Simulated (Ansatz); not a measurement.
Input

```
crystal:
  periodic: [false, false, false]
  atoms:
    - { symbol: Al, position_ang: [0.077323, -0.54899, -0.338113] }
    - { symbol: Cl, position_ang: [-0.183013, 0.229559, 2.983942] }
    - { symbol: F, position_ang: [1.502959, 0.251813, -0.65191] }
    - { symbol: F, position_ang: [-1.383661, 0.041831, -0.876122] }
    - { symbol: "N", position_ang: [0.124381, -2.197733, 0.543557] }
    - { symbol: H, position_ang: [-0.667525, -2.844058, 0.479031] }
    - { symbol: H, position_ang: [1.00247, -2.718725, 0.625073] }
    - { symbol: H, position_ang: [-0.085734, -0.996198, 2.433443] }
basis:
  gaussian: { orbitals: def2-SVP }
hamiltonian:
  xc: pbe
  dispersion: d4
relax:
  f_tol: 0.03
  max_steps: 50
output:
  orbitals: {}
```

Launched as:

```sh
ansatz run input.yaml --threads 2 --pin off --max-ram 3072MiB --backend cpu --events-out ev --progress --plain --runs-dir out
```

The fields are those of the run's last geometry, not of the input's.

These are results of Ansatz 0.2.0, RKS PBE-D4/def2-SVP, not measurements.

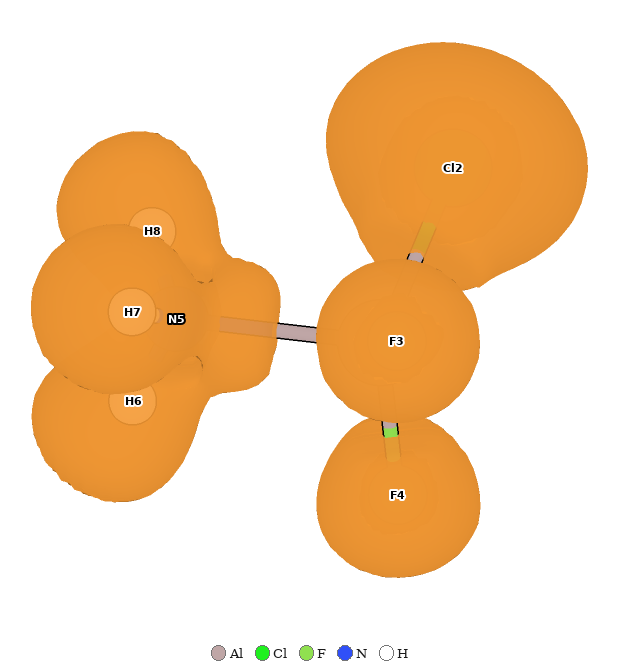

AlClF$_{2}$H$_{3}$N. Isosurface of the ELF at 0.75 (orange), seen at a tilt. Core shells and regions of very low density are left out.

### Identify the bonds, lone pairs and shells in this picture.

The surface consists of one region on Cl in which the atom's valence shell and bonds are merged, two regions wrapped around F (the valence shell of each) and one joined region spread over several atoms (H, N), in which their bonds and any lone pairs are merged.

Values along the shortest contacts:
Al–F (1.68 Å): the ELF peaks at about 0.85 in the valence shell of F, 0.5 Å from its nucleus, and is about 0.30 at the midpoint. Al–N (2.02 Å): the ELF peaks at about 0.95 between the atoms, as expected for a shared but strongly polarised pair.
